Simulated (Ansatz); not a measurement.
## Molecular dynamics, with input and output: Si₂PH₄TeCl (part 1 of 3)

- system: Si₂PH₄TeCl, SMILES [SiH3][Si]1(Cl)P[Te]1
- method: RKS revPBE-d3bjatm/def2-SVP (Ansatz 0.2.0)

The geometry comes from this level: PBE0-D4/def2-TZVP. Figures and captions count atoms from 1; the log counts them from 0 in places.

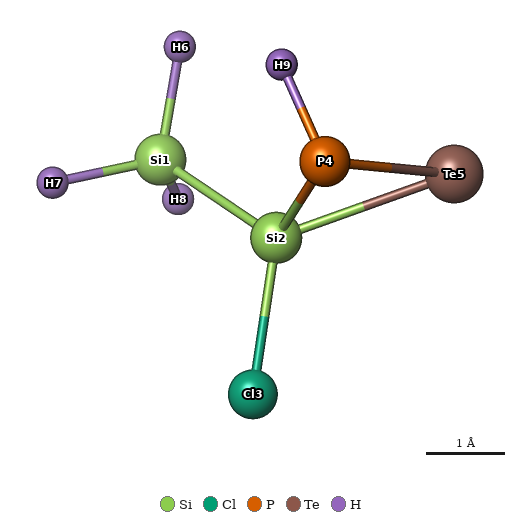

Fig. 1: The structure as given in the input (ball-and-stick view, seen at a tilt; atoms are numbered from 1 in the order of the input).

**Input file**
```yaml
crystal:
  periodic: [false, false, false]
  atoms:
    - {symbol: Si, position_ang: [-0.470241, -0.860159, -1.179620]}
    - {symbol: Si, position_ang: [0.837996, 0.315282, 0.338861]}
    - {symbol: Cl, position_ang: [2.806759, -0.266133, 0.263218]}
    - {symbol: P, position_ang: [0.078433, 0.849254, 2.363037]}
    - {symbol: Te, position_ang: [0.347709, 2.694593, 0.643082]}
    - {symbol: H, position_ang: [-1.874386, -0.424166, -0.973819]}
    - {symbol: H, position_ang: [-0.345287, -2.321271, -0.938481]}
    - {symbol: H, position_ang: [-0.026400, -0.543634, -2.560767]}
    - {symbol: H, position_ang: [-1.266082, 0.509734, 2.027490]}
basis:
  gaussian: {orbitals: def2-SVP}
hamiltonian: {xc: {name: revPBE}, dispersion: d3bjatm}
md: {timestep: 0.5 fs, n_steps: 50, ensemble: nvt_langevin, temperature: 500, initial_velocities: maxwell_boltzmann, friction: 0.01, seed: 266}
```

Command:
```bash
ansatz run in.yaml --threads 4 --pin off --events-out ev --progress --plain --max-ram 10444MiB
```

**The program's output**
```
Functional definition: revPBE
  name "revPBE"
  cite "Zhang & Yang, Phys. Rev. Lett. 80, 890 (1998) doi:10.1103/PhysRevLett.80.890"
  cite "Perdew, Burke & Ernzerhof, Phys. Rev. Lett. 77, 3865 (1996) doi:10.1103/PhysRevLett.77.3865"
  parameter kappa = 1.245
  parameter beta = 0.06672455060314922
  exchange = pbe_x(kappa = kappa, mu = beta*pi^2/3)
  correlation = pbe_c(beta = beta)
1346 factors; their error is unknown
mean field evaluation 1: about -44908.0976 eV, gradient 1.6e1 eV
mean field evaluation 2: about -44907.8710 eV, gradient 1.7e1 eV
mean field evaluation 4: about -44909.1156 eV, gradient 1.5e0 eV
mean field evaluation 8: about -44909.1246 eV, gradient 6.6e-2 eV
mean field evaluation 16: about -44909.0449 eV, gradient 7.4e-5 eV
mean field -44909.04491018 eV, -1650.3769600052 hartree, gradient 7.4e-5 eV, S^2 0.000000; 0 other end points of the search recorded, 0 dependent functions left out
the calculation of the forces begins
reference -44909.04495519 eV, -1650.3769616594 hartree; 44, 44 occupied and 74, 74 virtual orbitals, 1346 factors
md step     0: t =     0.00 fs  T =   444.4 K  F+E_penalty+E_count = -44909.89072479 eV  E_kin = 0.517040 eV  (28 SCF iters)
these checks for a lower state are left out or cut short: starts, cluster_reference, orbital_swaps, neighbouring_geometries, increment
1346 factors; their error is unknown
mean field -44909.03408980 eV, -1650.3765623636 hartree, gradient 1.2e-5 eV, S^2 0.000000; 0 other end points of the search recorded, 0 dependent functions left out
the calculation of the forces begins
reference -44909.03413478 eV, -1650.3765640165 hartree; 44, 44 occupied and 74, 74 virtual orbitals, 1346 factors
md step     1: t =     0.50 fs  T =   453.2 K  F+E_penalty+E_count = -44909.88101672 eV  E_kin = 0.527243 eV  (31 SCF iters)
[... from here on the SCF iterations and repeated set-up lines of each step are left out, up to the last step ...]
md step     2: t =     1.00 fs  T =   458.3 K  F+E_penalty+E_count = -44909.86625948 eV  E_kin = 0.533197 eV  (30 SCF iters)
md step     3: t =     1.50 fs  T =   462.2 K  F+E_penalty+E_count = -44909.84889932 eV  E_kin = 0.537681 eV  (31 SCF iters)
md step     4: t =     2.00 fs  T =   474.1 K  F+E_penalty+E_count = -44909.82919674 eV  E_kin = 0.551595 eV  (30 SCF iters)
md step     5: t =     2.50 fs  T =   486.2 K  F+E_penalty+E_count = -44909.80739713 eV  E_kin = 0.565625 eV  (31 SCF iters)
md step     6: t =     3.00 fs  T =   474.4 K  F+E_penalty+E_count = -44909.78642744 eV  E_kin = 0.551872 eV  (30 SCF iters)
md step     7: t =     3.50 fs  T =   456.3 K  F+E_penalty+E_count = -44909.76818632 eV  E_kin = 0.530873 eV  (31 SCF iters)
md step     8: t =     4.00 fs  T =   449.5 K  F+E_penalty+E_count = -44909.75058472 eV  E_kin = 0.522935 eV  (30 SCF iters)
md step     9: t =     4.50 fs  T =   423.2 K  F+E_penalty+E_count = -44909.73288961 eV  E_kin = 0.492319 eV  (30 SCF iters)
md step    10: t =     5.00 fs  T =   394.8 K  F+E_penalty+E_count = -44909.71523970 eV  E_kin = 0.459329 eV  (31 SCF iters)
md step    11: t =     5.50 fs  T =   407.4 K  F+E_penalty+E_count = -44909.69677164 eV  E_kin = 0.473916 eV  (31 SCF iters)
md step    12: t =     6.00 fs  T =   376.8 K  F+E_penalty+E_count = -44909.67672446 eV  E_kin = 0.438389 eV  (31 SCF iters)
md step    13: t =     6.50 fs  T =   357.1 K  F+E_penalty+E_count = -44909.65526758 eV  E_kin = 0.415431 eV  (31 SCF iters)
md step    14: t =     7.00 fs  T =   337.8 K  F+E_penalty+E_count = -44909.63096445 eV  E_kin = 0.392964 eV  (31 SCF iters)
md step    15: t =     7.50 fs  T =   329.2 K  F+E_penalty+E_count = -44909.60254528 eV  E_kin = 0.382956 eV  (31 SCF iters)
md step    16: t =     8.00 fs  T =   319.5 K  F+E_penalty+E_count = -44909.56989095 eV  E_kin = 0.371714 eV  (31 SCF iters)
md step    17: t =     8.50 fs  T =   298.4 K  F+E_penalty+E_count = -44909.53472386 eV  E_kin = 0.347147 eV  (30 SCF iters)
md step    18: t =     9.00 fs  T =   288.7 K  F+E_penalty+E_count = -44909.49961012 eV  E_kin = 0.335806 eV  (28 SCF iters)
md step    19: t =     9.50 fs  T =   248.5 K  F+E_penalty+E_count = -44909.46613818 eV  E_kin = 0.289088 eV  (31 SCF iters)
md step    20: t =    10.00 fs  T =   237.9 K  F+E_penalty+E_count = -44909.43683524 eV  E_kin = 0.276736 eV  (31 SCF iters)
md step    21: t =    10.50 fs  T =   201.5 K  F+E_penalty+E_count = -44909.41550012 eV  E_kin = 0.234389 eV  (31 SCF iters)
md step    22: t =    11.00 fs  T =   205.5 K  F+E_penalty+E_count = -44909.40632110 eV  E_kin = 0.239092 eV  (31 SCF iters)
md step    23: t =    11.50 fs  T =   210.8 K  F+E_penalty+E_count = -44909.41041366 eV  E_kin = 0.245189 eV  (31 SCF iters)
md step    24: t =    12.00 fs  T =   234.4 K  F+E_penalty+E_count = -44909.42798842 eV  E_kin = 0.272702 eV  (31 SCF iters)
md step    25: t =    12.50 fs  T =   267.9 K  F+E_penalty+E_count = -44909.45565421 eV  E_kin = 0.311672 eV  (31 SCF iters)
md step    26: t =    13.00 fs  T =   290.6 K  F+E_penalty+E_count = -44909.48672839 eV  E_kin = 0.338059 eV  (31 SCF iters)
md step    27: t =    13.50 fs  T =   310.4 K  F+E_penalty+E_count = -44909.51778973 eV  E_kin = 0.361131 eV  (32 SCF iters)
md step    28: t =    14.00 fs  T =   376.3 K  F+E_penalty+E_count = -44909.54628647 eV  E_kin = 0.437708 eV  (31 SCF iters)
md step    29: t =    14.50 fs  T =   404.1 K  F+E_penalty+E_count = -44909.56582504 eV  E_kin = 0.470152 eV  (31 SCF iters)
md step    30: t =    15.00 fs  T =   400.9 K  F+E_penalty+E_count = -44909.57293744 eV  E_kin = 0.466427 eV  (31 SCF iters)
md step    31: t =    15.50 fs  T =   358.4 K  F+E_penalty+E_count = -44909.56881799 eV  E_kin = 0.416896 eV  (30 SCF iters)
md step    32: t =    16.00 fs  T =   348.6 K  F+E_penalty+E_count = -44909.55786795 eV  E_kin = 0.405531 eV  (30 SCF iters)
md step    33: t =    16.50 fs  T =   346.5 K  F+E_penalty+E_count = -44909.54235830 eV  E_kin = 0.403087 eV  (31 SCF iters)
md step    34: t =    17.00 fs  T =   340.4 K  F+E_penalty+E_count = -44909.52664607 eV  E_kin = 0.395948 eV  (30 SCF iters)
md step    35: t =    17.50 fs  T =   316.8 K  F+E_penalty+E_count = -44909.51679177 eV  E_kin = 0.368584 eV  (30 SCF iters)
md step    36: t =    18.00 fs  T =   310.5 K  F+E_penalty+E_count = -44909.51705254 eV  E_kin = 0.361192 eV  (31 SCF iters)
md step    37: t =    18.50 fs  T =   318.4 K  F+E_penalty+E_count = -44909.52624205 eV  E_kin = 0.370349 eV  (28 SCF iters)
md step    38: t =    19.00 fs  T =   315.2 K  F+E_penalty+E_count = -44909.54215207 eV  E_kin = 0.366638 eV  (31 SCF iters)
md step    39: t =    19.50 fs  T =   345.9 K  F+E_penalty+E_count = -44909.56464171 eV  E_kin = 0.402412 eV  (31 SCF iters)
md step    40: t =    20.00 fs  T =   382.6 K  F+E_penalty+E_count = -44909.59104344 eV  E_kin = 0.445105 eV  (31 SCF iters)
md step    41: t =    20.50 fs  T =   379.1 K  F+E_penalty+E_count = -44909.61782235 eV  E_kin = 0.441052 eV  (30 SCF iters)
md step    42: t =    21.00 fs  T =   428.1 K  F+E_penalty+E_count = -44909.64131893 eV  E_kin = 0.498055 eV  (30 SCF iters)
md step    43: t =    21.50 fs  T =   443.1 K  F+E_penalty+E_count = -44909.65920621 eV  E_kin = 0.515444 eV  (31 SCF iters)
md step    44: t =    22.00 fs  T =   453.4 K  F+E_penalty+E_count = -44909.67275470 eV  E_kin = 0.527438 eV  (31 SCF iters)
md step    45: t =    22.50 fs  T =   456.0 K  F+E_penalty+E_count = -44909.68276458 eV  E_kin = 0.530491 eV  (31 SCF iters)
md step    46: t =    23.00 fs  T =   460.4 K  F+E_penalty+E_count = -44909.68939890 eV  E_kin = 0.535616 eV  (30 SCF iters)
md step    47: t =    23.50 fs  T =   482.1 K  F+E_penalty+E_count = -44909.69282599 eV  E_kin = 0.560845 eV  (31 SCF iters)
md step    48: t =    24.00 fs  T =   475.9 K  F+E_penalty+E_count = -44909.69143342 eV  E_kin = 0.553577 eV  (31 SCF iters)
md step    49: t =    24.50 fs  T =   466.1 K  F+E_penalty+E_count = -44909.68703382 eV  E_kin = 0.542278 eV  (31 SCF iters)
these checks for a lower state are left out or cut short: starts, cluster_reference, orbital_swaps, neighbouring_geometries, increment
1346 factors; their error is unknown
mean field -44908.85109161 eV, -1650.3698373041 hartree, gradient 1.3e-5 eV, S^2 0.000000; 0 other end points of the search recorded, 0 dependent functions left out
the calculation of the forces begins
reference -44908.85113676 eV, -1650.3698389632 hartree; 44, 44 occupied and 74, 74 virtual orbitals, 1346 factors
1346 factors; their error is unknown
mean field evaluation 416: about -44908.8511 eV, gradient 1.4e-2 eV
mean field -44908.85109161 eV, -1650.3698373041 hartree, gradient 1.3e-5 eV, S^2 0.000000; 1 other end points of the search recorded, 0 dependent functions left out
the calculation of the forces begins
reference -44908.85113676 eV, -1650.3698389632 hartree; 44, 44 occupied and 74, 74 virtual orbitals, 1346 factors
md step    50: t =    25.00 fs  T =   439.2 K  F+E_penalty+E_count = -44909.68155107 eV  E_kin = 0.510900 eV  (28 SCF iters)
```

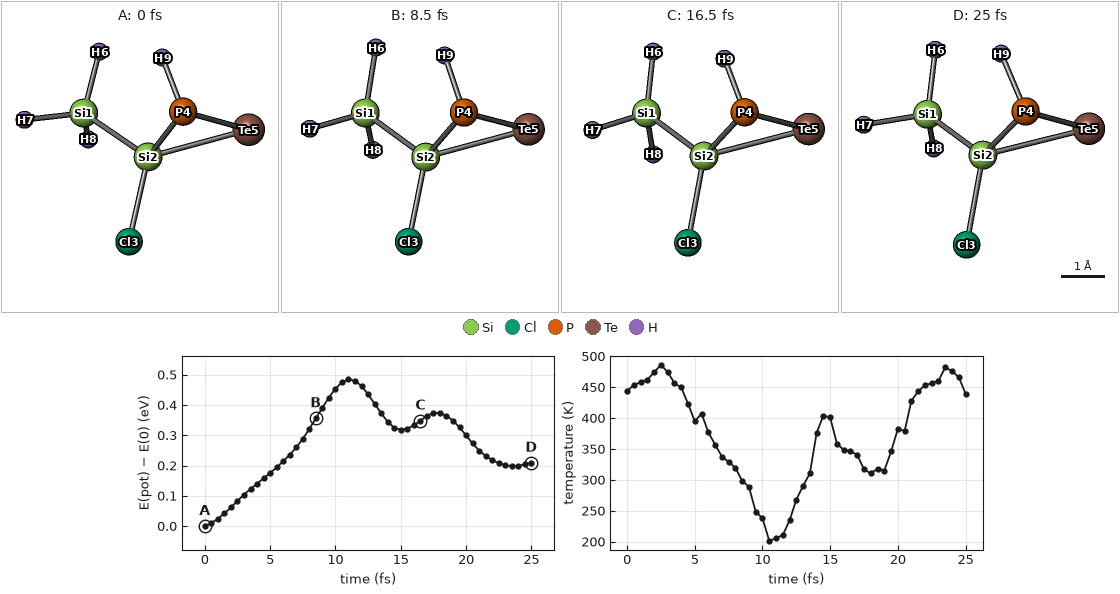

Fig. 2: Frames of the molecular dynamics (ball-and-stick, seen at a tilt) above the curves, on which the letters mark them. The trajectory kept here has 51 frames over 25 fs. The temperature starts at 444 K, ranges from 201 to 486 K and averages 381 K over the second half. The potential energy ends 0.209 eV above its first value. After an unweighted best fit of the last frame on the first, the root-mean-square displacement is 0.14 Å.

```
Total energy: -44909.68159622 eV, -1650.4003577855 hartree
Atom 0 at    -0.441582    -0.748014    -1.203578 Å, force    -0.713921    -1.585330    -0.699804 eV/Å
Atom 1 at     0.823103     0.192272     0.428491 Å, force     0.973043     1.030100    -0.145069 eV/Å
Atom 2 at     2.886415    -0.286734     0.149903 Å, force    -0.751937     0.033076     0.186857 eV/Å
Atom 3 at     0.128756     0.901381     2.409554 Å, force    -1.050239    -0.411028     0.611912 eV/Å
Atom 4 at     0.328463     2.717508     0.626136 Å, force     0.097561    -0.403266    -0.245030 eV/Å
Atom 5 at    -1.958197    -0.461523    -1.185780 Å, force     0.703218     0.064015     0.151902 eV/Å
Atom 6 at    -0.243097    -2.297034    -1.119498 Å, force    -0.190406     0.746745     0.067047 eV/Å
Atom 7 at     0.173149    -0.405029    -2.526699 Å, force    -0.029926     0.242990    -0.066288 eV/Å
Atom 8 at    -1.301556     0.462438     2.153455 Å, force     0.962608     0.282700     0.138474 eV/Å
Dipole moment:    -0.328756    -0.126354    -0.094113 e Å
```

**Trajectory as extended XYZ (Å, eV, eV/Å), 51 frames, from step=0 to step=50**
```
9
Properties=species:S:1:pos:R:3:forces:R:3 step=0 time_fs=0.0 energy=-44909.89072 temperature=444.4
Si   -0.4702   -0.8602   -1.1796    0.0862   0.0687   0.1087
Si    0.8380    0.3153    0.3389   -0.2690  -0.1866  -0.3147
Cl    2.8068   -0.2661    0.2632    0.6568  -0.2276  -0.0341
P     0.0784    0.8493    2.3630    0.1818  -0.1786   0.8588
Te    0.3477    2.6946    0.6431   -0.0285   0.8214  -0.3247
H    -1.8744   -0.4242   -0.9738   -0.3184   0.0955   0.0441
H    -0.3453   -2.3213   -0.9385    0.0255  -0.3297   0.0487
H    -0.0264   -0.5436   -2.5608    0.0992   0.0692  -0.3145
H    -1.2661    0.5097    2.0275   -0.4336  -0.1323  -0.0724
9
Properties=species:S:1:pos:R:3:forces:R:3 step=1 time_fs=0.5 energy=-44909.88102 temperature=453.2
Si   -0.4708   -0.8577   -1.1800    0.2808   0.1798  -0.0330
Si    0.8392    0.3114    0.3414   -0.3163  -0.1237  -0.3411
Cl    2.8065   -0.2660    0.2618    0.6946  -0.2414  -0.0335
P     0.0801    0.8508    2.3617    0.2680  -0.1567   0.9256
Te    0.3470    2.6944    0.6432   -0.0090   0.8130  -0.3427
H    -1.8712   -0.4339   -0.9654   -0.4155   0.1353   0.0260
H    -0.3315   -2.3084   -0.9238    0.0280  -0.4564   0.0351
H    -0.0067   -0.5357   -2.5645    0.0056   0.0193  -0.1459
H    -1.2600    0.5180    2.0246   -0.5362  -0.1692  -0.0903
9
Properties=species:S:1:pos:R:3:forces:R:3 step=2 time_fs=1.0 energy=-44909.86626 temperature=458.3
Si   -0.4716   -0.8549   -1.1803    0.4518   0.2744  -0.1529
Si    0.8403    0.3078    0.3440   -0.3594  -0.0617  -0.3674
Cl    2.8064   -0.2657    0.2605    0.7301  -0.2547  -0.0337
P     0.0820    0.8524    2.3604    0.3476  -0.1357   0.9888
Te    0.3463    2.6942    0.6433    0.0113   0.8068  -0.3594
H    -1.8693   -0.4428   -0.9569   -0.4897   0.1668   0.0054
H    -0.3177   -2.2958   -0.9081    0.0295  -0.5635   0.0197
H     0.0131   -0.5282   -2.5675   -0.0862  -0.0274   0.0046
H    -1.2536    0.5265    2.0204   -0.6351  -0.2050  -0.1052
9
Properties=species:S:1:pos:R:3:forces:R:3 step=3 time_fs=1.5 energy=-44909.84890 temperature=462.2
Si   -0.4724   -0.8518   -1.1806    0.5997   0.3491  -0.2698
Si    0.8412    0.3044    0.3467   -0.3960  -0.0027  -0.3960
Cl    2.8063   -0.2652    0.2590    0.7597  -0.2664  -0.0341
P     0.0840    0.8539    2.3594    0.4011  -0.1193   1.0439
Te    0.3456    2.6943    0.6433    0.0319   0.8017  -0.3739
H    -1.8693   -0.4508   -0.9485   -0.5302   0.1858  -0.0189
H    -0.3034   -2.2844   -0.8913    0.0272  -0.6363  -0.0012
H     0.0331   -0.5205   -2.5712   -0.1836  -0.0772   0.1626
H    -1.2481    0.5347    2.0149   -0.7098  -0.2348  -0.1125
9
Properties=species:S:1:pos:R:3:forces:R:3 step=4 time_fs=2.0 energy=-44909.82920 temperature=474.1
Si   -0.4734   -0.8486   -1.1809    0.7383   0.3933  -0.3787
Si    0.8419    0.3009    0.3496   -0.4274   0.0556  -0.4291
Cl    2.8064   -0.2648    0.2574    0.7833  -0.2766  -0.0340
P     0.0859    0.8554    2.3585    0.4282  -0.1083   1.0945
Te    0.3449    2.6944    0.6434    0.0525   0.7952  -0.3878
H    -1.8703   -0.4576   -0.9406   -0.5519   0.1965  -0.0449
H    -0.2881   -2.2743   -0.8743    0.0187  -0.6721  -0.0272
H     0.0532   -0.5137   -2.5758   -0.2836  -0.1257   0.3212
H    -1.2440    0.5425    2.0097   -0.7581  -0.2579  -0.1140
9
Properties=species:S:1:pos:R:3:forces:R:3 step=5 time_fs=2.5 energy=-44909.80740 temperature=486.2
Si   -0.4743   -0.8455   -1.1814    0.8641   0.4194  -0.4641
Si    0.8427    0.2972    0.3527   -0.4602   0.1128  -0.4665
Cl    2.8066   -0.2644    0.2556    0.8058  -0.2865  -0.0336
P     0.0879    0.8569    2.3575    0.4185  -0.1046   1.1393
Te    0.3442    2.6944    0.6435    0.0736   0.7894  -0.4016
H    -1.8718   -0.4640   -0.9333   -0.5580   0.1997  -0.0712
H    -0.2712   -2.2649   -0.8570    0.0048  -0.6861  -0.0571
H     0.0733   -0.5069   -2.5796   -0.3793  -0.1706   0.4616
H    -1.2417    0.5502    2.0046   -0.7693  -0.2733  -0.1068
9
Properties=species:S:1:pos:R:3:forces:R:3 step=6 time_fs=3.0 energy=-44909.78643 temperature=474.4
Si   -0.4750   -0.8426   -1.1819    0.9590   0.4259  -0.5093
Si    0.8437    0.2937    0.3558   -0.4988   0.1672  -0.5060
Cl    2.8068   -0.2640    0.2539    0.8294  -0.2965  -0.0329
P     0.0900    0.8584    2.3565    0.3435  -0.1132   1.1695
Te    0.3435    2.6945    0.6435    0.0955   0.7844  -0.4150
H    -1.8747   -0.4697   -0.9262   -0.5326   0.1909  -0.1009
H    -0.2524   -2.2567   -0.8398   -0.0159  -0.6713  -0.0940
H     0.0932   -0.4988   -2.5814   -0.4668  -0.2121   0.5720
H    -1.2427    0.5579    2.0001   -0.7134  -0.2752  -0.0834
```
